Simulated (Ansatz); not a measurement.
Input file:

```
crystal:
  periodic: [false, false, false]
  atoms:
    - {symbol: O, position_ang: [1.417031, -0.528727, -1.428102]}
    - {symbol: C, position_ang: [0.892914, -1.019203, -0.229739]}
    - {symbol: In, position_ang: [-0.719016, 0.275206, 0.421950]}
    - {symbol: O, position_ang: [-2.451255, 0.311557, 1.352753]}
    - {symbol: Cl, position_ang: [-0.104538, 2.445569, -0.329050]}
    - {symbol: H, position_ang: [1.637833, 0.403859, -1.328225]}
    - {symbol: H, position_ang: [1.630896, -1.067104, 0.578879]}
    - {symbol: H, position_ang: [0.511179, -2.022868, -0.411662]}
    - {symbol: H, position_ang: [-2.815035, 1.201710, 1.373186]}
basis:
  gaussian: {orbitals: def2-TZVPP}
hamiltonian: {xc: pbe0, dispersion: d4}
output: {orbitals: {seedname: orbitals}}
```

Command:

```sh
ansatz run in.yaml --threads 4 --pin off --events-out ev --progress --plain --max-ram 10444MiB
```

Geometry: PBE0-D4/def2-TZVP; core potentials replace the inner electrons of In.

Method: RKS PBE0-D4/def2-TZVPP in Ansatz 0.2.0.

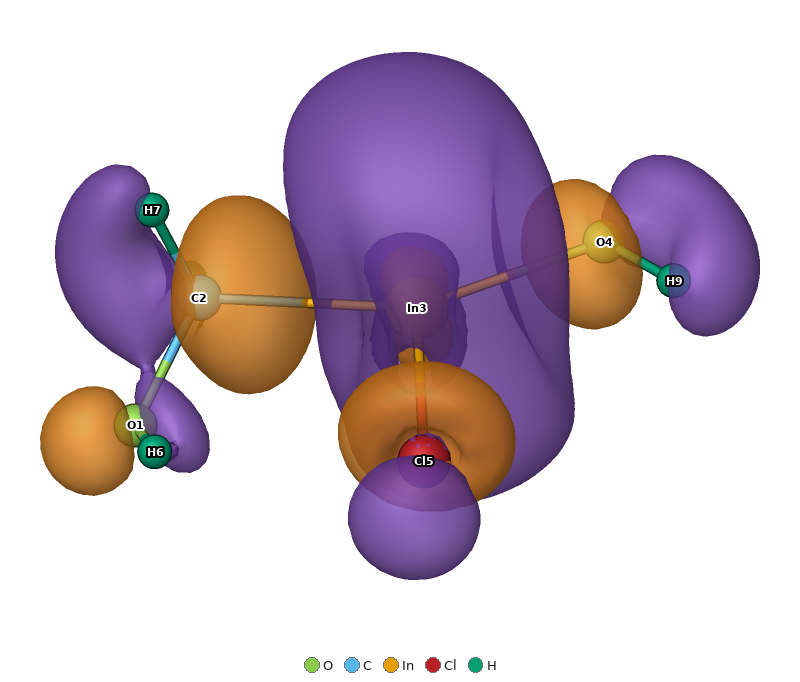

CH₄ClInO₂. The LUMO at ±0.08 Å⁻³ᐟ² (orange and purple are the two phases), seen at an oblique angle.

> Where does this orbital lie, and at what energy?

Its weight (Hirshfeld) is mainly on In3 (about 50 %), C2 (about 15 %), O4 (about 15 %) and Cl5 (about 10 %). Its energy is −1.52 eV.
